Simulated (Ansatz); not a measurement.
Run report: SnH$_{5}$ClO, nudged elastic band

The run: nudged elastic band of SnH$_{5}$ClO. Method and program: RKS B3LYP/def2-SVP (Ansatz 0.2.0).

One setting was made poor on purpose. It belongs to a series of runs on one base structure; here: band between the two ends. Figures and captions count atoms from 1; the log counts them from 0 in places.

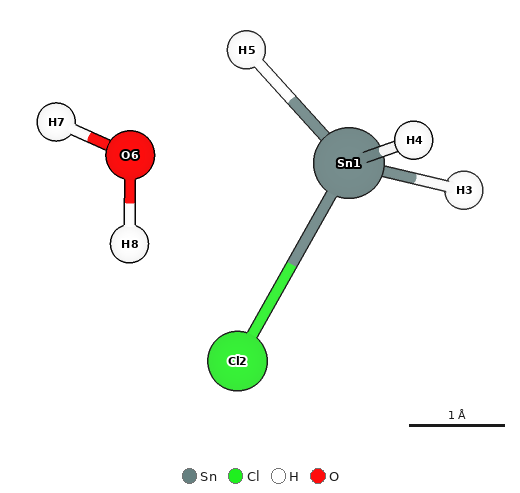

*The input geometry (ball-and-stick view, seen at a tilt; atoms are numbered from 1 in the order of the input). Sticks mark near contacts.*

Bond lengths as drawn: Cl–Sn 2.41 Å, H–O 0.97 Å and H–Sn 1.71 to 1.72 Å.

Key numbers

| quantity | value |
| --- | --- |
| outcome | converged |
| barrier, forward | 0.859 eV |
| barrier, backward | 0.185 eV |
| hardware | 1 thread of Arm Neoverse V1, 24 GiB of memory available, shared host |
| wall time | 9.2 min |
| peak memory | 0.19 GiB |

A deliberately poor setting: spring. The order of the saddle point was not checked.

Input file
```yaml
crystal:
  periodic: [false, false, false]
  atoms:
    - { symbol: Sn, position_ang: [0.261305, 0.040682, -0.126969] }
    - { symbol: Cl, position_ang: [0.180059, -0.122775, 2.274035] }
    - { symbol: H, position_ang: [1.956518, 0.028674, -0.433379] }
    - { symbol: H, position_ang: [-0.436694, 1.531153, -0.576928] }
    - { symbol: H, position_ang: [-0.462217, -1.36972, -0.769672] }
    - { symbol: O, position_ang: [-2.667779, 0.036576, 0.867365] }
    - { symbol: H, position_ang: [-2.986989, -0.877256, 0.86728] }
    - { symbol: H, position_ang: [-2.188403, 0.102965, 1.710168] }
basis:
  gaussian: { orbitals: def2-SVP }
hamiltonian:
  xc: b3lyp
neb:
  order_check: false
  images: 7
  f_tol: 0.03
  max_iterations: 60
  spring: 0.1
  final_atoms:
    - { symbol: Sn, position_ang: [-0.30370269, -0.07109288, -0.53925977] }
    - { symbol: Cl, position_ang: [-0.71832533, 0.85891314, 3.18031027] }
    - { symbol: H, position_ang: [1.08813602, -0.83285556, 0.10800375] }
    - { symbol: H, position_ang: [-0.22186101, 1.63052944, -0.61292572] }
    - { symbol: H, position_ang: [-0.77223335, -0.79585442, -2.02523557] }
    - { symbol: O, position_ang: [-1.86434348, -0.38503968, 0.72817706] }
    - { symbol: H, position_ang: [-2.14970646, -1.30892984, 0.77885617] }
    - { symbol: H, position_ang: [-1.40216369, 0.27462881, 2.19397382] }
  initial_path:
    images:
      - { positions_ang: [[0.261305, 0.040682, -0.126969], [0.180059, -0.122775, 2.274035], [1.956518, 0.028674, -0.433379], [-0.436694, 1.531153, -0.576928], [-0.462217, -1.36972, -0.769672], [-2.667779, 0.036576, 0.867365], [-2.986989, -0.877256, 0.86728], [-2.188403, 0.102965, 1.710168]] }
      - { positions_ang: [[0.19719095, 0.03193378, -0.09293767], [0.12851485, -0.0925856, 2.39776921], [1.88039378, 0.02558765, -0.46297692], [-0.53150474, 1.50400827, -0.57657986], [-0.54672172, -1.38153298, -0.72307612], [-2.5377539, 0.02540879, 0.82492704], [-2.91095283, -0.8177377, 0.68008698], [-2.02336639, 0.07521678, 1.76468733]] }
      - { positions_ang: [[0.13307689, 0.02318557, -0.05890633], [0.07697071, -0.0623962, 2.52150343], [1.80426956, 0.02250129, -0.49257484], [-0.62631547, 1.47686354, -0.57623173], [-0.63122645, -1.39334596, -0.67648023], [-2.4077288, 0.01424158, 0.78248908], [-2.83491666, -0.7582194, 0.49289396], [-1.85832978, 0.04746857, 1.81920667]] }
      - { positions_ang: [[0.06896284, 0.01443735, -0.024875], [0.02542656, -0.0322068, 2.64523764], [1.72814533, 0.01941494, -0.52217276], [-0.72112621, 1.44971882, -0.57588359], [-0.71573117, -1.40515894, -0.62988435], [-2.2777037, 0.00307437, 0.74005112], [-2.7588805, -0.6987011, 0.30570094], [-1.69329316, 0.01972035, 1.873726]] }
      - { positions_ang: [[0.00484878, 0.00568914, 0.00915633], [-0.02611758, -0.0020174, 2.76897185], [1.65202111, 0.01632859, -0.55177068], [-0.81593694, 1.42257409, -0.57553545], [-0.80023589, -1.41697192, -0.58328846], [-2.14767859, -0.00809284, 0.69761316], [-2.68284433, -0.6391828, 0.11850791], [-1.52825655, -0.00802787, 1.92824533]] }
      - { positions_ang: [[-0.07228909, -0.01350636, -0.12794769], [-0.19916952, 0.21321524, 2.87180646], [1.51104984, -0.19596745, -0.38682707], [-0.66741796, 1.47456293, -0.58488302], [-0.79323526, -1.26169255, -0.94377524], [-2.07684482, -0.10232955, 0.70525414], [-2.54955986, -0.80661956, 0.28359498], [-1.49673334, 0.0626363, 1.99467745]] }
      - { positions_ang: [[-0.14942696, -0.03270187, -0.26505172], [-0.37222146, 0.42844787, 2.97464106], [1.37007857, -0.40826349, -0.22188347], [-0.51889898, 1.52655176, -0.59423059], [-0.78623462, -1.10641317, -1.30426201], [-2.00601104, -0.19656626, 0.71289511], [-2.41627539, -0.97405632, 0.44868204], [-1.46521012, 0.13330047, 2.06110958]] }
      - { positions_ang: [[-0.22656482, -0.05189737, -0.40215574], [-0.5452734, 0.64368051, 3.07747566], [1.22910729, -0.62055952, -0.05693986], [-0.37038, 1.5785406, -0.60357816], [-0.77923399, -0.9511338, -1.66474879], [-1.93517726, -0.29080297, 0.72053608], [-2.28299093, -1.14149308, 0.61376911], [-1.43368691, 0.20396464, 2.1275417]] }
      - { positions_ang: [[-0.30370269, -0.07109288, -0.53925977], [-0.71832533, 0.85891314, 3.18031027], [1.08813602, -0.83285556, 0.10800375], [-0.22186101, 1.63052944, -0.61292572], [-0.77223335, -0.79585442, -2.02523557], [-1.86434348, -0.38503968, 0.72817706], [-2.14970646, -1.30892984, 0.77885617], [-1.40216369, 0.27462881, 2.19397382]] }
```

Launch command:
```bash
ansatz run input.yaml --threads 1 --pin off --max-ram 2048MiB --backend cpu --events-out ev --progress --plain --runs-dir out
```

Output
```
Engine: ansatz 0.2.0, aarch64-unknown-linux-gnu
Functional definition: B3LYP
  parameter a0 = 0.2
  parameter ax = 0.72
  parameter ac = 0.81
  exchange = (1 - a0 - ax)*slater_x + ax*b88_x + a0*exact_x
  correlation = (1 - ac)*vwn_rpa_c + ac*lyp_c
955 factors; integrals over basis functions are off by at most 3.4e-4 eV
mean field evaluation 1: about -20475.8317 eV, gradient 4.8e1 eV
mean field evaluation 2: about -20469.0343 eV, gradient 7.7e1 eV
mean field evaluation 4: about -20479.9659 eV, gradient 2.4e0 eV
mean field evaluation 8: about -20479.9791 eV, gradient 6.6e-2 eV
mean field -20479.97914869 eV, -752.6253518858 hartree, gradient 2.3e-5 eV, S^2 0.000000; 0 other end points of the search recorded, 0 dependent functions left out
the calculation of the forces begins
reference -20479.97940307 eV, -752.6253612342 hartree; 26, 26 occupied and 57, 57 virtual orbitals, 955 factors
957 factors; integrals over basis functions are off by at most 8.6e-4 eV
mean field evaluation 16: about -20474.5788 eV, gradient 5.1e1 eV
mean field -20479.30544384 eV, -752.6005936894 hartree, gradient 3.0e-5 eV, S^2 0.000000; 0 other end points of the search recorded, 0 dependent functions left out
[... from here on the field's lines of each further geometry are left out, up to the last ...]
NEB iter   1: max|band force component| = 3.812e0 eV/Å  barrier→ = 2.7479 eV  barrier← = 2.0742 eV  Δτ_max = 0.1960 Å  (213 SCF iters)
NEB iter   2: max|band force component| = 2.650e0 eV/Å  barrier→ = 1.5075 eV  barrier← = 0.8338 eV  Δτ_max = 0.2000 Å  (186 SCF iters)
NEB iter   3: max|band force component| = 1.494e0 eV/Å  barrier→ = 1.1460 eV  barrier← = 0.4723 eV  Δτ_max = 0.1987 Å  (183 SCF iters)
NEB iter   4: max|band force component| = 2.823e0 eV/Å  barrier→ = 1.0035 eV  barrier← = 0.3298 eV  Δτ_max = 0.1003 Å  (181 SCF iters)
NEB iter   5: max|band force component| = 1.246e0 eV/Å  barrier→ = 0.8943 eV  barrier← = 0.2206 eV  Δτ_max = 0.1964 Å  (177 SCF iters)
NEB iter   6: max|band force component| = 4.563e-1 eV/Å  barrier→ = 0.8735 eV  barrier← = 0.1998 eV  CI = image 6  Δτ_max = 0.1968 Å  (175 SCF iters)
NEB iter   7: max|band force component| = 4.602e-1 eV/Å  barrier→ = 0.9098 eV  barrier← = 0.2361 eV  CI = image 6  Δτ_max = 0.1010 Å  (182 SCF iters)
NEB iter   8: max|band force component| = 3.348e-1 eV/Å  barrier→ = 0.9473 eV  barrier← = 0.2736 eV  CI = image 6  Δτ_max = 0.0816 Å  (178 SCF iters)
NEB iter   9: max|band force component| = 3.389e-1 eV/Å  barrier→ = 0.9560 eV  barrier← = 0.2823 eV  CI = image 6  Δτ_max = 0.0869 Å  (177 SCF iters)
NEB iter  10: max|band force component| = 2.259e-1 eV/Å  barrier→ = 0.9399 eV  barrier← = 0.2662 eV  CI = image 6  Δτ_max = 0.1001 Å  (173 SCF iters)
NEB iter  11: max|band force component| = 2.211e-1 eV/Å  barrier→ = 0.9170 eV  barrier← = 0.2433 eV  CI = image 6  Δτ_max = 0.1005 Å  (172 SCF iters)
NEB iter  12: max|band force component| = 2.408e-1 eV/Å  barrier→ = 0.8989 eV  barrier← = 0.2252 eV  CI = image 6  Δτ_max = 0.0504 Å  (175 SCF iters)
NEB iter  13: max|band force component| = 6.682e-1 eV/Å  barrier→ = 0.8893 eV  barrier← = 0.2156 eV  CI = image 6  Δτ_max = 0.0250 Å  (178 SCF iters)
NEB iter  14: max|band force component| = 1.655e-1 eV/Å  barrier→ = 0.8850 eV  barrier← = 0.2113 eV  CI = image 6  Δτ_max = 0.0501 Å  (175 SCF iters)
NEB iter  15: max|band force component| = 1.062e-1 eV/Å  barrier→ = 0.8769 eV  barrier← = 0.2032 eV  CI = image 6  Δτ_max = 0.1000 Å  (177 SCF iters)
NEB iter  16: max|band force component| = 1.077e-1 eV/Å  barrier→ = 0.8650 eV  barrier← = 0.1913 eV  CI = image 6  Δτ_max = 0.0506 Å  (174 SCF iters)
NEB iter  17: max|band force component| = 1.426e-1 eV/Å  barrier→ = 0.8614 eV  barrier← = 0.1877 eV  CI = image 6  Δτ_max = 0.0250 Å  (177 SCF iters)
NEB iter  18: max|band force component| = 8.737e-2 eV/Å  barrier→ = 0.8602 eV  barrier← = 0.1865 eV  CI = image 6  Δτ_max = 0.0250 Å  (181 SCF iters)
NEB iter  19: max|band force component| = 6.364e-2 eV/Å  barrier→ = 0.8594 eV  barrier← = 0.1857 eV  CI = image 6  Δτ_max = 0.0250 Å  (180 SCF iters)
NEB iter  20: max|band force component| = 3.642e-2 eV/Å  barrier→ = 0.8591 eV  barrier← = 0.1854 eV  CI = image 6  Δτ_max = 0.0250 Å  (176 SCF iters)
the calculation of the forces begins
reference -20479.26084857 eV, -752.5989548435 hartree; 26, 26 occupied and 57, 57 virtual orbitals, 957 factors
957 factors; integrals over basis functions are off by at most 8.6e-4 eV
mean field evaluation 1152: about -20479.0978 eV, gradient 2.9e0 eV
mean field -20479.12009007 eV, -752.5937820639 hartree, gradient 1.3e-5 eV, S^2 0.000000; 1 other end points of the search recorded, 0 dependent functions left out
the calculation of the forces begins
reference -20479.12034136 eV, -752.5937912988 hartree; 26, 26 occupied and 57, 57 virtual orbitals, 957 factors
NEB iter  21: max|band force component| = 2.700e-2 eV/Å  barrier→ = 0.8591 eV  barrier← = 0.1854 eV  CI = image 6  Δτ_max = 0.0000 Å  (339 SCF iters)
```

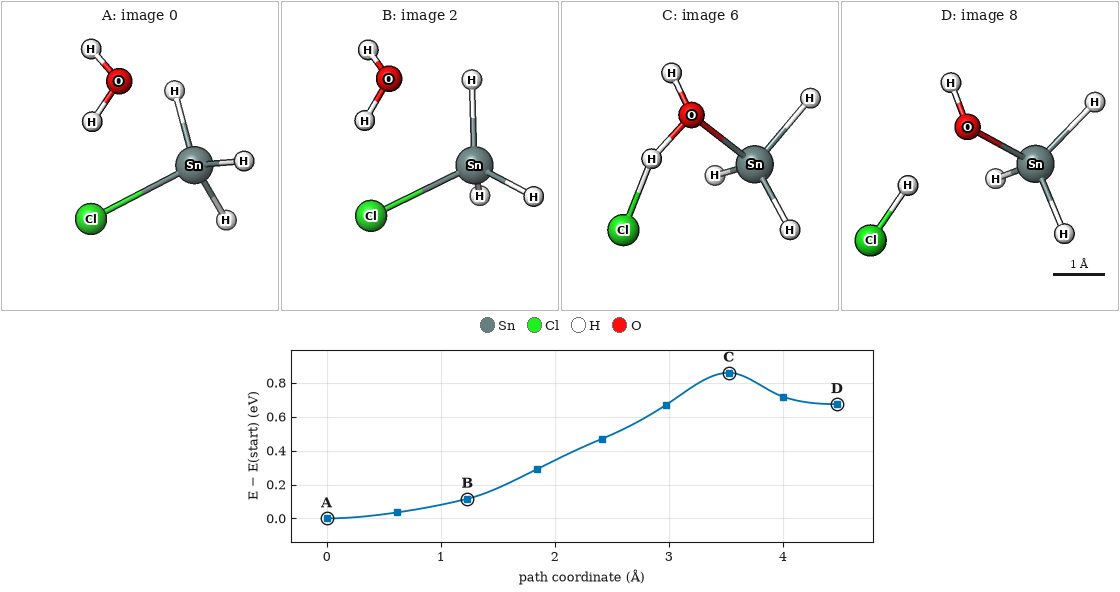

*Images of the last band (counted from 0; ball-and-stick, seen at a tilt) above the energy along the path; the line is a cubic interpolation that uses the forces.*

The highest image is number 6, 0.859 eV above the start and 0.185 eV above the end (the climbing image); the end lies 0.674 eV above the start. The path is 4.47 Å long. The band converged in 21 iterations.

```
Total energy: -20479.12034136 eV, -752.5937912988 hartree
Atom 0 at    -0.256937     0.026833    -0.344968 Å, force    -0.003521    -0.003221     0.003580 eV/Å
Atom 1 at    -0.397689     0.847314     2.633919 Å, force     0.000859    -0.001868    -0.000814 eV/Å
Atom 2 at     1.112433    -0.797873     0.245894 Å, force     0.001043     0.002212    -0.000339 eV/Å
Atom 3 at    -0.237593     1.709123    -0.578102 Å, force    -0.001478     0.001224    -0.001058 eV/Å
Atom 4 at    -0.855037    -0.781777    -1.752376 Å, force     0.000320    -0.001401     0.001054 eV/Å
Atom 5 at    -1.985016    -0.390586     0.833046 Å, force     0.014261    -0.009236     0.027046 eV/Å
Atom 6 at    -2.205274    -1.326421     0.966054 Å, force    -0.009741     0.000545    -0.020240 eV/Å
Atom 7 at    -1.519087     0.083685     1.808434 Å, force    -0.001743     0.011746    -0.009229 eV/Å
Dipole moment:    -0.091477    -0.561027    -0.770669 e Å
this run last wrote the band of iteration 21 to [file]
```

The last band as extended XYZ (Å, eV, eV/Å)
```
8
Properties=species:S:1:pos:R:3:forces:R:3 image=0 energy=-20479.97915
Sn    0.2613    0.0407   -0.1270   -0.0014   0.0066   0.0027
Cl    0.1801   -0.1228    2.2740   -0.0013  -0.0019  -0.0042
H     1.9565    0.0287   -0.4334    0.0029   0.0001  -0.0006
H    -0.4367    1.5312   -0.5769    0.0000  -0.0023   0.0001
H    -0.4622   -1.3697   -0.7697   -0.0017  -0.0017   0.0013
O    -2.6678    0.0366    0.8674    0.0044  -0.0258   0.0077
H    -2.9870   -0.8773    0.8673   -0.0025   0.0157  -0.0064
H    -2.1884    0.1030    1.7102   -0.0005   0.0094  -0.0007
8
Properties=species:S:1:pos:R:3:forces:R:3 image=1 energy=-20479.94411
Sn    0.2815    0.1114   -0.1538    0.0055  -0.0034   0.0151
Cl    0.1186    0.0822    2.2460    0.0149  -0.0398   0.0002
H     1.9568   -0.1842   -0.4034    0.0169   0.0357  -0.0171
H    -0.1808    1.6789   -0.6521   -0.0416  -0.0165   0.0092
H    -0.6456   -1.1655   -0.8068    0.0242  -0.0390   0.0144
O    -2.7722   -0.1148    0.9304    0.0134  -0.0014   0.0140
H    -2.8470   -1.0799    0.9135   -0.0322   0.0294  -0.0222
H    -2.2555    0.0423    1.7380   -0.0010   0.0349  -0.0135
8
Properties=species:S:1:pos:R:3:forces:R:3 image=2 energy=-20479.86341
Sn    0.2560    0.1817   -0.1796    0.0447  -0.0002  -0.0022
Cl    0.0389    0.3427    2.2136    0.0238  -0.0711  -0.0026
H     1.8675   -0.3914   -0.3151    0.0675   0.0675  -0.0584
H     0.0317    1.7814   -0.7405   -0.0156  -0.0076  -0.0061
H    -0.8188   -0.9415   -0.8854    0.0351  -0.0470   0.0671
O    -2.7742   -0.2931    0.9868   -0.0766   0.0215   0.0043
H    -2.7093   -1.2585    0.9737   -0.0446   0.0208   0.0066
H    -2.2361   -0.0510    1.7583   -0.0342   0.0161  -0.0087
8
Properties=species:S:1:pos:R:3:forces:R:3 image=3 energy=-20479.68847
Sn    0.1110    0.1919   -0.1695    0.0894   0.0193  -0.0199
Cl   -0.0220    0.6035    2.2299    0.0251  -0.1019  -0.0414
H     1.6490   -0.5701   -0.1445    0.1372   0.0960  -0.0942
H     0.0450    1.7922   -0.7684    0.0422   0.0183  -0.0365
H    -0.9197   -0.8252   -1.0897    0.0167  -0.0466   0.1456
O    -2.5495   -0.3760    0.9640   -0.1662   0.0360   0.0018
H    -2.5453   -1.3428    1.0005   -0.0535  -0.0013   0.0352
H    -2.1127   -0.1033    1.7895   -0.0909  -0.0198   0.0092
8
Properties=species:S:1:pos:R:3:forces:R:3 image=4 energy=-20479.50905
Sn   -0.0547    0.1655   -0.1608    0.0717   0.0355   0.0277
Cl   -0.0746    0.8030    2.2692    0.0503  -0.0366  -0.0671
H     1.4250   -0.6933    0.0154    0.1036   0.0565  -0.0739
H    -0.0246    1.7727   -0.7520    0.0546   0.0162  -0.0417
H    -0.9592   -0.7746   -1.3059   -0.0018  -0.0127   0.1168
O    -2.2807   -0.4195    0.9307   -0.1072   0.0080   0.0201
H    -2.4202   -1.3744    1.0127   -0.0539  -0.0100   0.0125
H    -1.9553   -0.1091    1.8026   -0.1172  -0.0569   0.0057
8
Properties=species:S:1:pos:R:3:forces:R:3 image=5 energy=-20479.30973
Sn   -0.1706    0.1066   -0.2067    0.0917   0.0854   0.1179
Cl   -0.2036    0.8872    2.3874    0.1450   0.0059  -0.1862
H     1.2249   -0.7996    0.1878    0.1017   0.0156  -0.0458
H    -0.1473    1.7459   -0.6726    0.0677   0.0488  -0.0520
H    -0.9074   -0.7703   -1.5348   -0.0209   0.0345   0.1702
O    -2.1070   -0.4126    0.8866   -0.1118  -0.0159   0.0385
H    -2.2885   -1.3571    1.0083   -0.0594  -0.0403   0.0180
H    -1.7448   -0.0298    1.7560   -0.2139  -0.1340  -0.0605
8
Properties=species:S:1:pos:R:3:forces:R:3 image=6 energy=-20479.12009
Sn   -0.2569    0.0268   -0.3450   -0.0035  -0.0032   0.0036
Cl   -0.3977    0.8473    2.6339    0.0009  -0.0019  -0.0008
H     1.1124   -0.7979    0.2459    0.0010   0.0022  -0.0003
H    -0.2376    1.7091   -0.5781   -0.0015   0.0012  -0.0011
H    -0.8550   -0.7818   -1.7524    0.0003  -0.0014   0.0011
O    -1.9850   -0.3906    0.8330    0.0143  -0.0092   0.0270
H    -2.2053   -1.3264    0.9661   -0.0097   0.0005  -0.0202
H    -1.5191    0.0837    1.8084   -0.0017   0.0117  -0.0092
8
Properties=species:S:1:pos:R:3:forces:R:3 image=7 energy=-20479.26059
Sn   -0.3152   -0.0328   -0.4439   -0.0418  -0.0409  -0.0557
Cl   -0.5080    0.8266    2.8760   -0.0557   0.0126   0.1100
H     1.0586   -0.8017    0.2290   -0.0280  -0.0002  -0.0120
H    -0.2519    1.6680   -0.5322   -0.0188  -0.0331  -0.0010
H    -0.7917   -0.7634   -1.9223    0.0220  -0.0178  -0.0831
O    -1.9526   -0.3984    0.7437    0.0262  -0.0070  -0.0415
H    -2.1938   -1.3329    0.8270    0.0104  -0.0006  -0.0519
H    -1.3895    0.2049    2.0346    0.0858   0.0870   0.1351
8
Properties=species:S:1:pos:R:3:forces:R:3 image=8 energy=-20479.30544
Sn   -0.3037   -0.0711   -0.5393    0.0236  -0.0002  -0.0230
Cl   -0.7183    0.8589    3.1803   -0.0095  -0.0005  -0.0031
H     1.0881   -0.8329    0.1080    0.0025   0.0046   0.0223
H    -0.2219    1.6305   -0.6129   -0.0031  -0.0090   0.0028
H    -0.7722   -0.7959   -2.0252   -0.0182   0.0041  -0.0179
O    -1.8643   -0.3850    0.7282   -0.0100  -0.0101   0.0060
H    -2.1497   -1.3089    0.7789    0.0032   0.0096   0.0005
H    -1.4022    0.2746    2.1940    0.0116   0.0014   0.0123
```
